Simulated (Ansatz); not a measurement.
# AlF3H2O: two geometries relaxed, part 2 of 2

Are the two ends of the reaction (ligand exchange) separate minima, and which lies lower? Each is relaxed from a guess. Meant to form: Al1–F6, H7–O2; to break: Al1–O2, H7–F6. The start is a guess near the saddle point, from which both ends are pulled out.

Ansatz 0.2.0; RKS PBE0-D4/def2-SVP.

## (4) A restrained relaxation towards end B

Springs on the bonds that form and break draw the guess towards this end; the thresholds are loose.

Contents of input.yaml:

```yaml
crystal:
  periodic: [false, false, false]
  atoms:
    - { symbol: Al, position_ang: [0.0, 0.0, 0.0] }
    - { symbol: O, position_ang: [0.0, 0.0, 2.13] }
    - { symbol: H, position_ang: [-0.9095, -0.2814, 2.4671] }
    - { symbol: F, position_ang: [1.4635, 0.0, -0.845] }
    - { symbol: F, position_ang: [-1.4635, 0.0, -0.845] }
    - { symbol: F, position_ang: [0.0892, 1.8864, 0.6275] }
    - { symbol: H, position_ang: [0.0593, 1.2535, 1.7062] }
basis:
  gaussian: { orbitals: def2-SVP }
hamiltonian:
  xc: pbe0
  dispersion: d4
relax:
  f_tol: 0.15
  max_steps: 25
  restrain:
    - { distance: [0, 5], at: 1.69, k: 30.0 }
    - { distance: [6, 1], at: 1.01, k: 30.0 }
    - { distance: [0, 1], at: 2.98, k: 30.0 }
    - { distance: [6, 5], at: 2.12, k: 30.0 }
```

Run with:

```bash
$ ansatz run input.yaml --threads 2 --pin off --max-ram 3072MiB --backend cpu --events-out ev --progress --plain --runs-dir out
```

Output:

```text
Warning: RAYON_NUM_THREADS=2 ignored (pool sized by the plan → 2); use --threads N
The last accepted step is kept in <dir> (removed where the run ends without a failure and the disk answers)
Engine: ansatz 0.2.0, x86_64-unknown-linux-gnu
Functional definition: PBE0
  parameter a = 0.25
  parameter kappa = 0.804
  parameter beta = 0.06672455060314922
  exchange = (1 - a)*pbe_x(kappa = kappa, mu = beta*pi^2/3) + a*exact_x
  correlation = pbe_c(beta = beta)
829 factors; integrals over basis functions are off by at most 4.1e-4 eV
mean field evaluation 1: about -16802.1299 eV, gradient 6.5e1 eV
mean field evaluation 2: about -16791.9800 eV, gradient 1.0e2 eV
mean field evaluation 4: about -16809.0433 eV, gradient 3.6e0 eV
mean field evaluation 8: about -16809.0772 eV, gradient 3.2e-2 eV
mean field -16809.07717018 eV, -617.7221924024 hartree, gradient 9.1e-6 eV, S^2 0.000000; 0 other end points of the search recorded, 0 dependent functions left out
the calculation of the forces begins
reference -16809.07719929 eV, -617.7221934722 hartree; 25, 25 occupied and 59, 59 virtual orbitals, 829 factors
relax step   1: F+E_penalty+E_count = -16809.15873438 eV  Δ(F+E_penalty+E_count) = +0.000e0 eV  max|allowed force component| = 3.262e0 eV/Å  E_restraint = 24.99862606 eV  max|allowed force component, restraints' pulls added| = 2.488e1 eV/Å  Δτ_max = 0.0000 Å  (25 SCF iters, accepted)
  distance Al 0 - F 5 = 1.9900 Å
  distance H 6 - O 1 = 1.3245 Å
  distance Al 0 - O 1 = 2.1300 Å
  distance H 6 - F 5 = 1.2510 Å
these checks for a lower state are left out or cut short: starts, cluster_reference, orbital_swaps, neighbouring_geometries, increment
829 factors; integrals over basis functions are off by at most 7.0e-4 eV
mean field evaluation 16: about -16808.0010 eV, gradient 1.8e1 eV
mean field -16809.09711350 eV, -617.7229253057 hartree, gradient 1.4e-5 eV, S^2 0.000000; 0 other end points of the search recorded, 0 dependent functions left out
the calculation of the forces begins
reference -16809.09714317 eV, -617.7229263963 hartree; 25, 25 occupied and 59, 59 virtual orbitals, 829 factors
relax step   2: F+E_penalty+E_count = -16809.17926107 eV  Δ(F+E_penalty+E_count) = -2.053e-2 eV  max|allowed force component| = 3.840e0 eV/Å  E_restraint = 9.81136328 eV  max|allowed force component, restraints' pulls added| = 1.770e1 eV/Å  Δτ_max = 0.1971 Å  (34 SCF iters, accepted)
  distance Al 0 - F 5 = 1.8664 Å
  distance H 6 - O 1 = 1.1641 Å
  distance Al 0 - O 1 = 2.4434 Å
  distance H 6 - F 5 = 1.5621 Å
these checks for a lower state are left out or cut short: starts, cluster_reference, orbital_swaps, neighbouring_geometries, increment
829 factors; integrals over basis functions are off by at most 1.0e-3 eV
mean field -16809.61141253 eV, -617.7418254468 hartree, gradient 1.4e-5 eV, S^2 0.000000; 0 other end points of the search recorded, 0 dependent functions left out
the calculation of the forces begins
reference -16809.61144290 eV, -617.7418265627 hartree; 25, 25 occupied and 59, 59 virtual orbitals, 829 factors
relax step   3: F+E_penalty+E_count = -16809.69750626 eV  Δ(F+E_penalty+E_count) = -5.182e-1 eV  max|allowed force component| = 3.342e0 eV/Å  E_restraint = 2.37623653 eV  max|allowed force component, restraints' pulls added| = 7.586e0 eV/Å  Δτ_max = 0.1948 Å  (32 SCF iters, accepted)
  distance Al 0 - F 5 = 1.7543 Å
  distance H 6 - O 1 = 1.0167 Å
  distance Al 0 - O 1 = 2.6754 Å
  distance H 6 - F 5 = 1.8721 Å
these checks for a lower state are left out or cut short: starts, cluster_reference, orbital_swaps, neighbouring_geometries, increment
829 factors; integrals over basis functions are off by at most 1.1e-3 eV
mean field evaluation 32: about -16809.4598 eV, gradient 1.2e1 eV
mean field -16809.86013404 eV, -617.7509657937 hartree, gradient 1.9e-5 eV, S^2 0.000000; 0 other end points of the search recorded, 0 dependent functions left out
the calculation of the forces begins
reference -16809.86016440 eV, -617.7509669093 hartree; 25, 25 occupied and 59, 59 virtual orbitals, 829 factors
relax step   4: F+E_penalty+E_count = -16809.94499749 eV  Δ(F+E_penalty+E_count) = -2.475e-1 eV  max|allowed force component| = 1.068e0 eV/Å  E_restraint = 0.13709179 eV  max|allowed force component, restraints' pulls added| = 2.040e0 eV/Å  Δτ_max = 0.1945 Å  (27 SCF iters, accepted)
  distance Al 0 - F 5 = 1.6713 Å
  distance H 6 - O 1 = 0.9663 Å
  distance Al 0 - O 1 = 2.9029 Å
  distance H 6 - F 5 = 2.0893 Å
these checks for a lower state are left out or cut short: starts, cluster_reference, orbital_swaps, neighbouring_geometries, increment
829 factors; integrals over basis functions are off by at most 1.1e-3 eV
mean field -16809.85226200 eV, -617.7506765015 hartree, gradient 1.3e-5 eV, S^2 0.000000; 0 other end points of the search recorded, 0 dependent functions left out
the calculation of the forces begins
reference -16809.85229285 eV, -617.7506776352 hartree; 25, 25 occupied and 59, 59 virtual orbitals, 829 factors
relax step   5: F+E_penalty+E_count = -16809.93747764 eV  Δ(F+E_penalty+E_count) = +7.520e-3 eV  max|allowed force component| = 2.347e0 eV/Å  E_restraint = 0.00483009 eV  max|allowed force component, restraints' pulls added| = 2.054e0 eV/Å  Δτ_max = 0.1946 Å  (31 SCF iters, accepted)
  distance Al 0 - F 5 = 1.6995 Å
  distance H 6 - O 1 = 1.0113 Å
  distance Al 0 - O 1 = 2.9651 Å
  distance H 6 - F 5 = 2.1229 Å
these checks for a lower state are left out or cut short: starts, cluster_reference, orbital_swaps, neighbouring_geometries, increment
829 factors; integrals over basis functions are off by at most 1.1e-3 eV
mean field -16809.88191586 eV, -617.7517662607 hartree, gradient 1.4e-5 eV, S^2 0.000000; 0 other end points of the search recorded, 0 dependent functions left out
the calculation of the forces begins
reference -16809.88194652 eV, -617.7517673874 hartree; 25, 25 occupied and 59, 59 virtual orbitals, 829 factors
relax step   6: F+E_penalty+E_count = -16809.96488549 eV  Δ(F+E_penalty+E_count) = -2.741e-2 eV  max|allowed force component| = 1.601e0 eV/Å  E_restraint = 0.00559709 eV  max|allowed force component, restraints' pulls added| = 1.484e0 eV/Å  Δτ_max = 0.1940 Å  (31 SCF iters, accepted)
  distance Al 0 - F 5 = 1.6884 Å
  distance H 6 - O 1 = 1.0072 Å
  distance Al 0 - O 1 = 2.9709 Å
  distance H 6 - F 5 = 2.1367 Å
these checks for a lower state are left out or cut short: starts, cluster_reference, orbital_swaps, neighbouring_geometries, increment
829 factors; integrals over basis functions are off by at most 1.1e-3 eV
mean field -16810.04855292 eV, -617.7578900598 hartree, gradient 7.0e-6 eV, S^2 0.000000; 0 other end points of the search recorded, 0 dependent functions left out
the calculation of the forces begins
reference -16810.04858354 eV, -617.7578911849 hartree; 25, 25 occupied and 59, 59 virtual orbitals, 829 factors
relax step   7: F+E_penalty+E_count = -16810.13247464 eV  Δ(F+E_penalty+E_count) = -1.676e-1 eV  max|allowed force component| = 9.500e-1 eV/Å  E_restraint = 0.02534770 eV  max|allowed force component, restraints' pulls added| = 1.637e-1 eV/Å  Δτ_max = 0.1422 Å  (26 SCF iters, accepted)
  distance Al 0 - F 5 = 1.6737 Å
  distance H 6 - O 1 = 0.9848 Å
  distance Al 0 - O 1 = 2.9521 Å
  distance H 6 - F 5 = 2.1229 Å
these checks for a lower state are left out or cut short: starts, cluster_reference, orbital_swaps, neighbouring_geometries, increment
829 factors; integrals over basis functions are off by at most 1.1e-3 eV
mean field evaluation 64: about -16810.0501 eV, gradient 1.3e-1 eV
mean field -16810.05014014 eV, -617.7579483887 hartree, gradient 1.3e-5 eV, S^2 0.000000; 0 other end points of the search recorded, 0 dependent functions left out
the calculation of the forces begins
reference -16810.05017073 eV, -617.7579495130 hartree; 25, 25 occupied and 59, 59 virtual orbitals, 829 factors
relax step   8: F+E_penalty+E_count = -16810.13405450 eV  Δ(F+E_penalty+E_count) = -1.580e-3 eV  max|allowed force component| = 9.693e-1 eV/Å  E_restraint = 0.02183030 eV  max|allowed force component, restraints' pulls added| = 3.225e-2 eV/Å  Δτ_max = 0.0404 Å  (26 SCF iters, accepted)
  distance Al 0 - F 5 = 1.6750 Å
  distance H 6 - O 1 = 0.9850 Å
  distance Al 0 - O 1 = 2.9556 Å
  distance H 6 - F 5 = 2.1228 Å
829 factors; integrals over basis functions are off by at most 1.1e-3 eV
mean field -16810.05014014 eV, -617.7579483887 hartree, gradient 1.3e-5 eV, S^2 0.000000; 1 other end points of the search recorded, 0 dependent functions left out
the calculation of the forces begins
reference -16810.05017073 eV, -617.7579495130 hartree; 25, 25 occupied and 59, 59 virtual orbitals, 829 factors
Total energy: -16810.13408510 eV, -617.7610333091 hartree
Atom 0 at     0.076310     0.455571    -0.492156 Å, force    -0.024373     0.264493     0.969299 eV/Å
Atom 1 at    -0.052753     0.004673     2.425993 Å, force     0.053788     0.860900    -0.840252 eV/Å
Atom 2 at    -0.980372    -0.133120     2.652673 Å, force    -0.002822    -0.027445     0.011940 eV/Å
Atom 3 at     1.477427    -0.129110    -1.122173 Å, force     0.003695    -0.004097     0.008170 eV/Å
Atom 4 at    -1.376353    -0.206233    -0.892149 Å, force    -0.006367    -0.001978     0.005391 eV/Å
Atom 5 at     0.089455     1.887870     0.376073 Å, force    -0.001234    -0.317842    -0.313224 eV/Å
Atom 6 at     0.005284     0.978848     2.292540 Å, force    -0.022688    -0.774031     0.158675 eV/Å
Dipole moment:    -0.291933     0.175644     0.232341 e Å
```

It took 6.5 s on 2 threads of AMD EPYC 9R45 (Zen 5), shared host; peak memory 0.18 GiB.

The steps of the relaxation:

```
step  energy from step 1 (eV)  largest force component (eV/Å)
   1                   0.0000                          3.2624
   2                  -0.0205                          3.8400
   3                  -0.5388                          3.3424
   4                  -0.7863                          1.0685
   5                  -0.7787                          2.3472
   6                  -0.8062                          1.6008
   7                  -0.9737                          0.9500
   8                  -0.9753                          0.9693
```

Step 1 is the start. Energies and forces in the table leave out the springs, which the log lists apart; the run stops on the force with the springs' pull added.

After: Bond lengths: O2–H3 0.965 Å, Al1–F4 1.644 Å, Al1–F5 1.646 Å, Al1–F6 1.675 Å, O2–H7 0.985 Å. Angles: H3–O2–H7 103.3°, F4–Al1–F5 121.1°, F4–Al1–F6 119.7°, F5–Al1–F6 118.5°.

Pairs that crossed the distance rule for bonds on the way: came closer O2–H7; moved apart Al1–O2.

## (5) End point B

It starts where the restrained run ended.

Contents of input.yaml:

```yaml
crystal:
  periodic: [false, false, false]
  atoms:
    - { symbol: Al, position_ang: [0.07631, 0.455571, -0.492156] }
    - { symbol: O, position_ang: [-0.052753, 0.004673, 2.425993] }
    - { symbol: H, position_ang: [-0.980372, -0.13312, 2.652673] }
    - { symbol: F, position_ang: [1.477427, -0.12911, -1.122173] }
    - { symbol: F, position_ang: [-1.376353, -0.206233, -0.892149] }
    - { symbol: F, position_ang: [0.089455, 1.88787, 0.376073] }
    - { symbol: H, position_ang: [0.005284, 0.978848, 2.29254] }
basis:
  gaussian: { orbitals: def2-SVP }
hamiltonian:
  xc: pbe0
  dispersion: d4
relax:
  f_tol: 0.03
  max_steps: 50
output:
  orbitals: {}
```

Run with:

```bash
$ ansatz run input.yaml --threads 2 --pin off --max-ram 3072MiB --backend cpu --events-out ev --progress --plain --runs-dir out
```

Output, shortened:

```text
Warning: RAYON_NUM_THREADS=2 ignored (pool sized by the plan → 2); use --threads N
[...]
[... 1 set-up line as earlier in the session ...]
[...]
829 factors; integrals over basis functions are off by at most 4.6e-4 eV
[...]
mean field -16810.05016643 eV, -617.7579493551 hartree, gradient 5.8e-5 eV, S^2 0.000000; 0 other end points of the search recorded, 0 dependent functions left out
[...]
reference -16810.05019695 eV, -617.7579504768 hartree; 25, 25 occupied and 59, 59 virtual orbitals, 829 factors
relax step   1: F+E_penalty+E_count = -16810.13408079 eV  Δ(F+E_penalty+E_count) = +0.000e0 eV  max|allowed force component| = 9.693e-1 eV/Å  Δτ_max = 0.0000 Å  (24 SCF iters, accepted)
[...]
relax step   3: F+E_penalty+E_count = -16810.66707882 eV  Δ(F+E_penalty+E_count) = -3.013e-1 eV  max|allowed force component| = 1.525e0 eV/Å  Δτ_max = 0.1953 Å  (28 SCF iters, accepted)
[...]
mean field -16811.08698428 eV, -617.7960517084 hartree, gradient 1.5e-5 eV, S^2 0.000000; 1 other end points of the search recorded, 0 dependent functions left out
[...]
reference -16811.08701427 eV, -617.7960528103 hartree; 25, 25 occupied and 59, 59 virtual orbitals, 829 factors
Total energy: -16811.17191531 eV, -617.7991728660 hartree
Atom 0 at     0.044015     0.496144    -0.068152 Å, force     0.006479    -0.018248     0.008613 eV/Å
Atom 1 at    -0.019843     0.099435     1.839460 Å, force     0.014918    -0.009854    -0.026703 eV/Å
Atom 2 at    -0.842245    -0.364353     2.055843 Å, force    -0.016107    -0.008061     0.002965 eV/Å
Atom 3 at     1.393253    -0.253972    -0.669515 Å, force     0.003664    -0.004646     0.000304 eV/Å
Atom 4 at    -1.437845    -0.189426    -0.403735 Å, force    -0.009405    -0.005738     0.000856 eV/Å
Atom 5 at     0.103828     2.148869     0.135983 Å, force    -0.000845     0.027728     0.005552 eV/Å
Atom 6 at    -0.002166     0.921802     2.350918 Å, force     0.001297     0.018819     0.008412 eV/Å
Dipole moment:    -0.279651    -0.061044     1.058357 e Å
```

Run time: 7.1 s. Hardware: 2 threads of AMD EPYC 9R45 (Zen 5), shared host; peak memory 0.18 GiB.

The steps of the relaxation:

```
step  energy from step 1 (eV)  largest force component (eV/Å)
   1                   0.0000                          0.9693
   2                  -0.2317                          1.1800
   3                  -0.5330                          1.5252
   4                  -0.8826                          1.1397
   5                  -0.9903                          0.5627
   6                  -1.0037                          0.6277
   7                  -1.0339                          0.1941
   8                  -1.0340                          0.1561
   9                  -1.0378                          0.0277
```

Step 1 is the start.

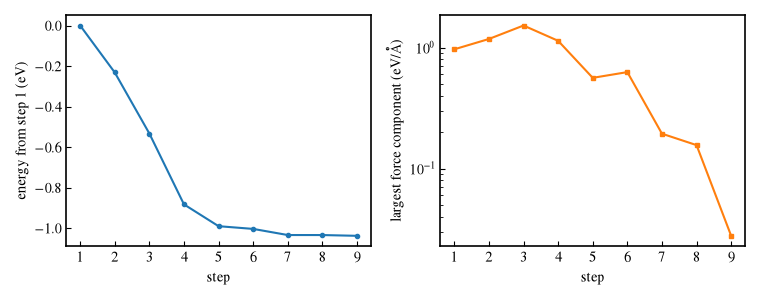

Energy and largest force along the relaxation.

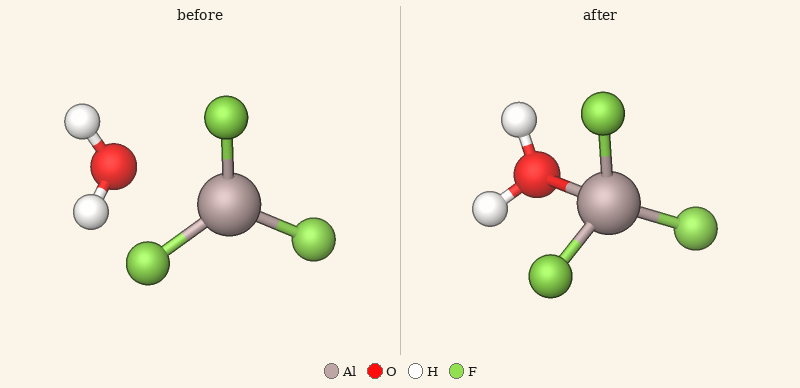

Before and after, at one scale.

After: Bond lengths: Al1–O2 1.949 Å, O2–H3 0.969 Å, Al1–F4 1.657 Å, Al1–F5 1.667 Å, Al1–F6 1.666 Å, O2–H7 0.969 Å. Angles: Al1–O2–H3 110.1°, Al1–O2–H7 110.1°, H3–O2–H7 107.7°, O2–Al1–F4 106.8°, O2–Al1–F5 94.8°, O2–Al1–F6 94.8°, F4–Al1–F5 117.7°, F4–Al1–F6 117.7°, F5–Al1–F6 117.7°.

Pairs that crossed the distance rule for bonds on the way: came closer Al1–O2.

## (6) Outcome

This closing draws on all 2 parts.

```
                           quantity                     value
                              end A  16 moves, 1.607 eV lower
                              end B   8 moves, 1.038 eV lower
largest difference between the ends                    0.00 Å
            end B relative to end A                 +0.000 eV
```

The two relaxations end at one structure, within 0.00 Å: no second minimum was found from this start, which doesn't rule one out.
